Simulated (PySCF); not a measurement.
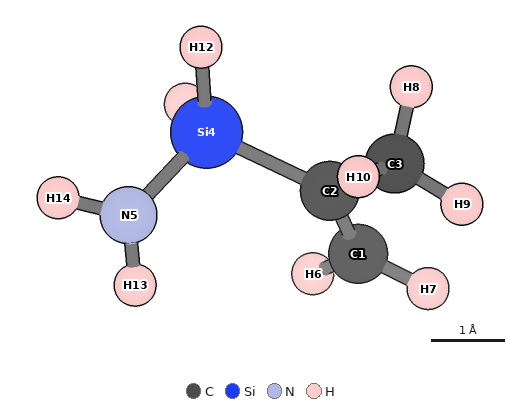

Figure 1. The input geometry (ball-and-stick view, seen at a tilt; atoms are numbered from 1 in the order of the input). Bond lengths as drawn: C–C 1.33 to 1.50 Å, C–H 1.08 to 1.09 Å, C–Si 1.89 Å, H–N 1.01 Å, H–Si 1.46 to 1.47 Å and N–Si 1.73 Å.

NMR shielding calculation of C$_{3}$H$_{9}$NSi

System: C$_{3}$H$_{9}$NSi.
Method: GIAO PBE0/pcSseg-1 NMR shielding, non-relativistic, gas phase (PySCF 2.14.0).

The geometry comes from this level: GFN2-xTB. It belongs to a series of runs on one base structure; here: constitutional isomer. Figures and captions count atoms from 1; the log counts them from 0 in places.

Input file:
```
{"job": {"kind": "nmr", "xc": "PBE0", "basis": "pcSseg-1"}, "charge": 0, "multiplicity": 1}
C     -1.081705    -1.300819    -0.571664
C     -0.648151    -0.191710     0.009789
C     -1.502890     1.036790     0.060081
Si     1.066929    -0.083941     0.799162
N      2.154524     0.232762    -0.503388
H     -0.483624    -2.196944    -0.608543
H     -2.054275    -1.370219    -1.038733
H     -1.720836     1.291533     1.096780
H     -2.442816     0.892542    -0.470848
H     -0.973985     1.880542    -0.380232
H      1.321541    -1.322103     1.557252
H      1.188615     1.072950     1.688799
H      2.041046    -0.282417    -1.362158
H      3.134949     0.340563    -0.298463
```

The first line tells a small driver script what to run in PySCF; the rest is the geometry in Å.

Machine: 1 CPU thread, shared host.

Launched with:
```bash
OMP_NUM_THREADS=1 python <driver script> task.json out
```

The program's output:
```
coarse grid: 11528 points
cycle   1  E = -463.5234189351  dE =  3.319e-01  |g| = 5.077e-01  |ddm| = 3.237e+00
cycle   2  E = -463.4901526955  dE =  3.327e-02  |g| = 6.399e-01  |ddm| = 1.051e+00
cycle   3  E = -463.5838959108  dE = -9.374e-02  |g| = 6.142e-02  |ddm| = 6.631e-01
cycle   4  E = -463.5846120881  dE = -7.162e-04  |g| = 2.739e-02  |ddm| = 7.482e-02
cycle   5  E = -463.5847847850  dE = -1.727e-04  |g| = 7.817e-03  |ddm| = 2.593e-02
cycle   6  E = -463.5847984407  dE = -1.366e-05  |g| = 3.361e-03  |ddm| = 9.404e-03
cycle   7  E = -463.5848012829  dE = -2.842e-06  |g| = 3.231e-04  |ddm| = 2.950e-03
final grid: 104896 points
cycle   8  E = -463.6109828921  dE = -2.151e-05  |g| = 7.662e-03  |ddm| = 1.940e-02
cycle   9  E = -463.6109757509  dE =  7.141e-06  |g| = 9.570e-03  |ddm| = 1.483e-02
cycle  10  E = -463.6109969558  dE = -2.120e-05  |g| = 8.519e-04  |ddm| = 8.431e-03
cycle  11  E = -463.6109971143  dE = -1.585e-07  |g| = 2.072e-04  |ddm| = 8.256e-04
cycle  12  E = -463.6109971233  dE = -9.026e-09  |g| = 8.852e-05  |ddm| = 2.289e-04
cycle  13  E = -463.6109971251  dE = -1.857e-09  |g| = 2.452e-05  |ddm| = 9.283e-05
cycle  14  E = -463.6109971253  dE = -1.453e-10  |g| = 4.314e-06  |ddm| = 2.630e-05
```

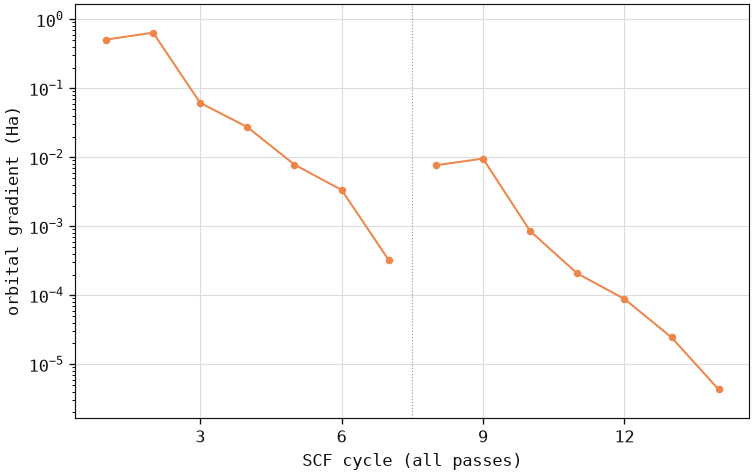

Figure 2. Convergence of the self-consistent field: orbital gradient against the SCF cycle. The dotted line marks the change from a coarse to the final integration grid. The first 7 cycles use a coarse grid, the final grid takes over at cycle 8, and the field converges after 14 cycles in all.

```
converged SCF energy = -463.6109971253

GIAO shielding tensors (ppm)
atom      isotropic    diamagn.    paramagn.     s11        s22        s33       span
  0 C       53.145     254.168    -201.023    -61.833     74.214    147.053    208.886
  1 C       32.851     263.178    -230.326    -85.627      4.692    179.488    265.115
  2 C      157.688     246.885     -89.197    140.417    148.774    183.872     43.455
  3 Si     384.432     880.953    -496.521    358.507    378.291    416.497     57.990
  4 N      260.981     316.641     -55.661    217.063    256.149    309.730     92.667
  5 H       26.141      32.243      -6.103     22.821     24.841     30.760      7.938
  6 H       25.568      31.456      -5.888     22.512     25.238     28.953      6.441
  7 H       29.545      29.366       0.179     25.783     28.008     34.845      9.062
  8 H       29.812      30.210      -0.398     26.404     28.436     34.595      8.191
  9 H       29.316      30.001      -0.685     25.326     28.610     34.011      8.685
 10 H       26.585      29.929      -3.344     23.474     24.647     31.633      8.158
 11 H       26.899      29.945      -3.047     24.480     24.970     31.246      6.766
 12 H       31.892      32.256      -0.364     24.278     29.137     42.261     17.982
 13 H       31.903      29.462       2.442     24.226     27.139     44.346     20.120
```

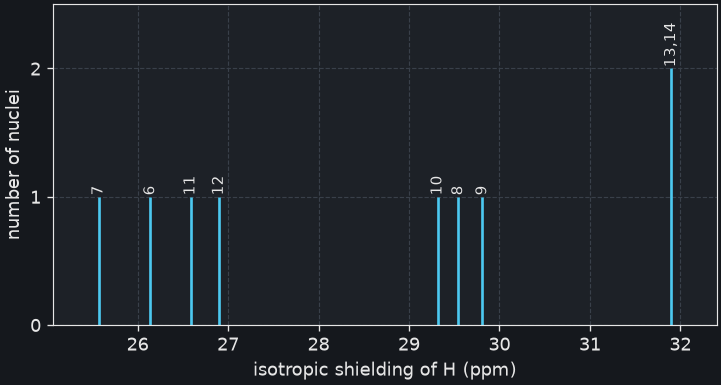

Figure 3. Isotropic shieldings of the hydrogen nuclei in this fixed geometry, labelled by atom number; shielding grows to the right, so chemical shift grows to the left. The least shielded is H7 (25.6 ppm), the most shielded H14 (31.9 ppm).

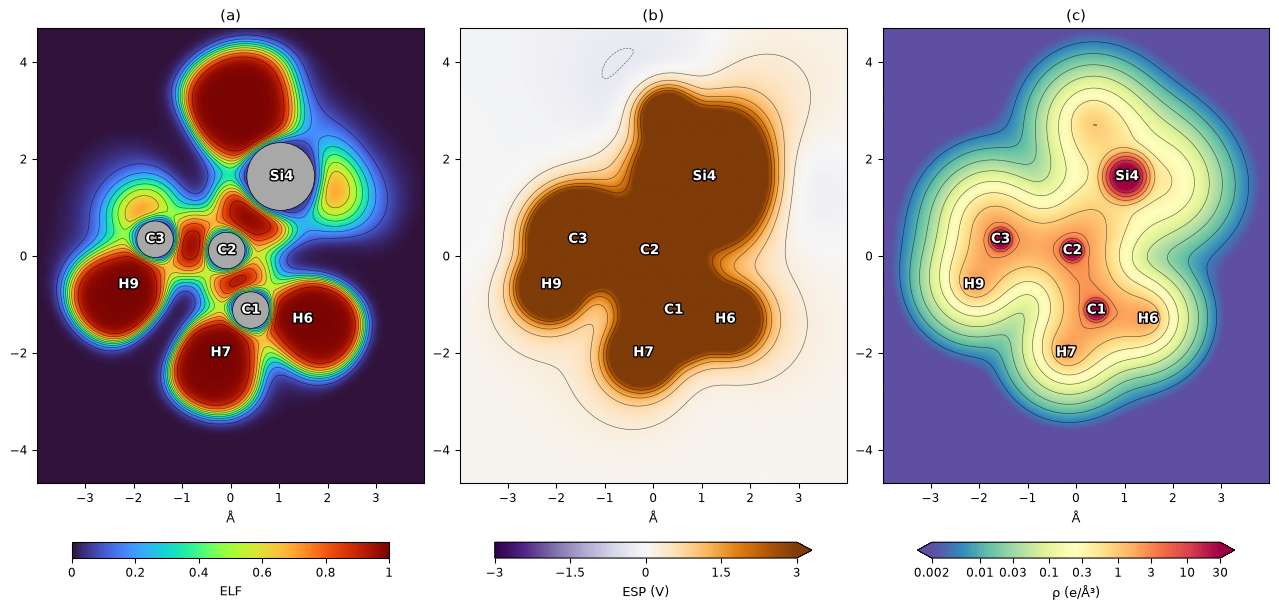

Figure 4. (a) electron localisation function; (b) electrostatic potential; (c) total electron density on the plane of atoms C1, C2 and Si4. Grey discs, where drawn, cover atomic cores. The section cuts through C, Si and H sites. C–C (1.33 Å): ρ is about 2.3 e/Å³ halfway; the ELF peaks at about 0.90 between the atoms; a multiple bond by its length, whose ELF region spreads away from the axis. C–C (1.50 Å): ρ is about 1.7 e/Å³ halfway; the ELF peaks at about 0.95 between the atoms, which marks a shared electron pair. The potential has no marked negative region in this plane.

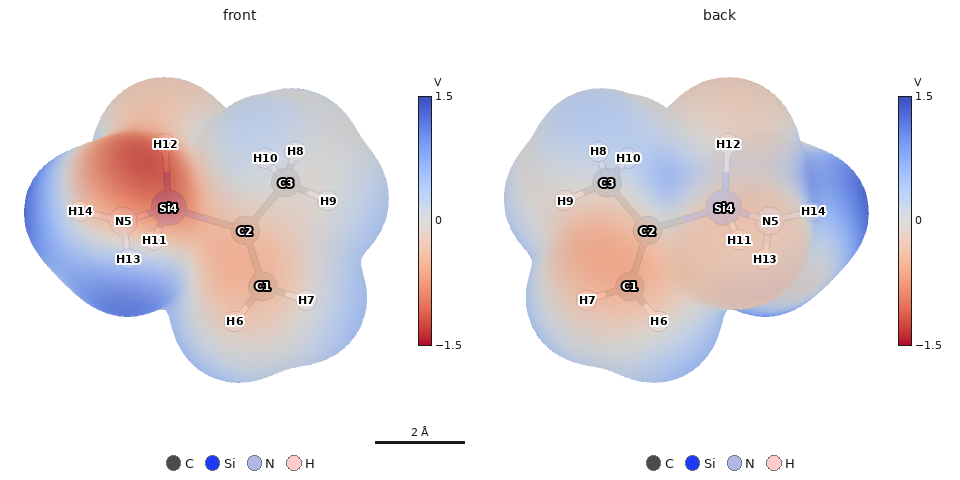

Figure 5. The electrostatic potential painted on the density surface at 0.001 e/bohr³, seen face on and from behind; the colour scale runs from red (negative) to blue (positive). Its dipole moment is 0.87 D.

Key numbers:

- outcome: converged
- total energy: −463.610997 hartree
- HOMO: −7.20 eV
- LUMO: −0.10 eV
- dipole moment: 0.87 D
- isotropic shielding, C: 32.9 to 157.7 ppm
- isotropic shielding, Si: 384.4 ppm
- isotropic shielding, N: 261.0 ppm
- isotropic shielding, H: 25.6 to 31.9 ppm
- wall time: 14 s
- peak memory: 0.66 GiB
